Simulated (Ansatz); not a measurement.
# BH5S (B(H2S)H3): wB97X/STO-3G

Aim: the vertical electron affinity of BH5S (B(H2S)H3) at wB97X/STO-3G, from 2 runs. 

The calculation is run with Ansatz 0.2.0.

43 further runs of the same task are left out: 43 set aside as unsound or not needed.

## Step 1: The structure to begin with

BH5S has 7 atoms, charge 0, and is taken as a singlet. As SMILES, `[H]B([H])([H])<-S`. The coordinates come from a GFN2-xTB relaxation.

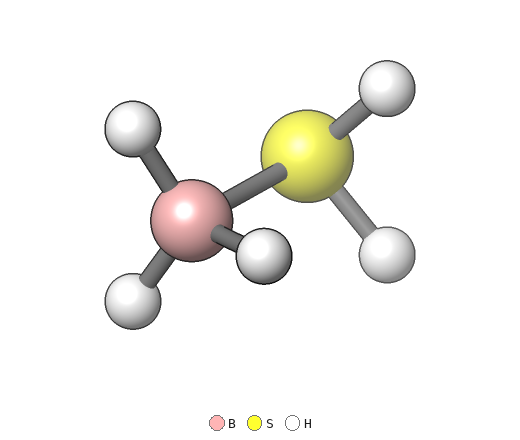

The structure, seen from a chosen angle (boron pink, sulfur yellow, hydrogen white).

## Step 2: A single-point energy at wB97X/STO-3G

in.yaml

```yaml
crystal:
  periodic: [false, false, false]
  atoms:
    - {symbol: B, position_ang: [0.127630, -0.217240, -0.817090]}
    - {symbol: S, position_ang: [0.134050, -0.231310, 1.222430]}
    - {symbol: H, position_ang: [0.506250, 1.037510, 1.415020]}
    - {symbol: H, position_ang: [-1.154430, 0.067690, 1.414850]}
    - {symbol: H, position_ang: [1.280190, -0.216980, -1.075620]}
    - {symbol: H, position_ang: [-0.453000, 0.779570, -1.081760]}
    - {symbol: H, position_ang: [-0.440700, -1.219250, -1.077830]}
basis:
  gaussian: {orbitals: STO-3G}
magnetization: {spin_polarized: false}
hamiltonian: {xc: {name: wB97X}}
total_charge: 0
accuracy: high
```

Launch:

```sh
ansatz run in.yaml --threads 1 --pin off --max-ram 2610MiB --events-out events.jsonl --progress --plain --runs-dir runs
```

The program printed:

```text
Warning: RAYON_NUM_THREADS=1 ignored (pool sized by the plan → 1); use --threads N
Functional definition: wB97X
  name "wB97X"
  parameter omega = 0.3/bohr
  parameter cx = 0.157706
  parameter cx1 = 0.726479
  parameter cx2 = 1.04760
  parameter cx3 = -5.70635
  parameter cx4 = 13.2794
  parameter css1 = -4.33879
  parameter css2 = 18.2308
  parameter css3 = -31.7430
  parameter css4 = 17.2901
  parameter cos1 = 2.37031
  parameter cos2 = -11.3995
  parameter cos3 = 6.58405
  parameter cos4 = -3.78132
  exchange = spin_sum(e_x_unif_sr(omega)*poly(b97_u_x, 1 - cx, cx1, cx2, cx3, cx4)) + cx*exact_x_sr(omega)
      + exact_x_lr(omega)
  correlation = spin_sum(e_c_pw_same_spin*poly(b97_u_same, 1, css1, css2, css3, css4))
      + integral(e_c_pw_opposite_spin*poly(b97_u_opposite, 1, cos1, cos2, cos3, cos4))
329 factors; integrals over basis functions are off by at most 8.7e-9 eV
156 factors; integrals over basis functions are off by at most 1.3e-9 eV
mean field evaluation 1: about -11463.3545 eV, gradient 1.1e1 eV
mean field evaluation 2: about -11464.0376 eV, gradient 2.0e0 eV
mean field evaluation 4: about -11464.0598 eV, gradient 6.5e-2 eV
mean field evaluation 8: about -11464.0131 eV, gradient 8.5e-4 eV
mean field evaluation 16: about -11464.0131 eV, gradient 3.0e-8 eV
mean field -11464.01308602 eV, -421.2947103239 hartree, gradient 3.0e-8 eV, S^2 0.000000; 0 other end points of the search recorded, 0 dependent functions left out
reference -11464.01308427 eV, -421.2947102597 hartree; 13, 13 occupied and 6, 6 virtual orbitals, 329 factors
Total energy: -11464.01308427 eV, -421.2947102597 hartree
```

It took 4.8 s on 1 thread of Arm Neoverse V2, shared host; peak memory 0.26 GiB.

## Step 3: The doublet anion at the same level

job.yaml

```yaml
basis:
  gaussian: {orbitals: STO-3G}
crystal:
  periodic: [false, false, false]
  atoms:
    - {symbol: B, position_ang: [0.127630, -0.217240, -0.817090]}
    - {symbol: S, position_ang: [0.134050, -0.231310, 1.222430]}
    - {symbol: H, position_ang: [0.506250, 1.037510, 1.415020]}
    - {symbol: H, position_ang: [-1.154430, 0.067690, 1.414850]}
    - {symbol: H, position_ang: [1.280190, -0.216980, -1.075620]}
    - {symbol: H, position_ang: [-0.453000, 0.779570, -1.081760]}
    - {symbol: H, position_ang: [-0.440700, -1.219250, -1.077830]}
total_charge: -1
magnetization: {spin_polarized: true, initial_magnetization: 1}
hamiltonian: {xc: {name: wB97X}}
accuracy: high
```

Launch:

```sh
ansatz run job.yaml --threads 1 --pin off --max-ram 2610MiB --events-out events.jsonl --progress --plain --runs-dir runs
```

The program printed:

```text
Warning: RAYON_NUM_THREADS=1 ignored (pool sized by the plan → 1); use --threads N
[... 17 set-up lines as earlier in the session ...]
      + exact_x_lr(omega)
[... 1 set-up line as earlier in the session ...]
      + integral(e_c_pw_opposite_spin*poly(b97_u_opposite, 1, cos1, cos2, cos3, cos4))
329 factors; integrals over basis functions are off by at most 8.7e-9 eV
157 factors; integrals over basis functions are off by at most 1.3e-9 eV
mean field evaluation 1: about -11455.2067 eV, gradient 8.1e0 eV
mean field evaluation 2: about -11455.7713 eV, gradient 1.9e0 eV
mean field evaluation 4: about -11455.8043 eV, gradient 1.3e-1 eV
mean field evaluation 8: about -11455.7805 eV, gradient 1.1e-3 eV
mean field evaluation 16: about -11455.7805 eV, gradient 1.7e-5 eV
mean field -11455.78053593 eV, -420.9921696885 hartree, gradient 4.7e-8 eV, S^2 0.754998; 2 other end points of the search recorded, 0 dependent functions left out
reference -11455.78053429 eV, -420.9921696281 hartree; 14, 13 occupied and 5, 6 virtual orbitals, 329 factors
Total energy: -11455.78053429 eV, -420.9921696281 hartree
```

It took 11 s on 1 thread of Arm Neoverse V2, shared host; peak memory 0.43 GiB.

## Step 4: What came out

At wB97X/STO-3G:

| quantity | value |
| --- | --- |
| singlet BH5S: total energy | -421.29471 Eh |
| doublet anion: total energy | -420.99217 Eh |
| doublet anion: ⟨S²⟩ | 0.755 |
| vertical electron affinity (to the doublet anion) | -8.233 eV |

**Reading.** The anion lies 8.23 eV (190 kcal/mol) above the neutral: the electron isn't bound at this level, and such a value depends on the basis. Without diffuse functions anions come out too high. In a minimal basis such a difference can be off by several eV, whatever the method.
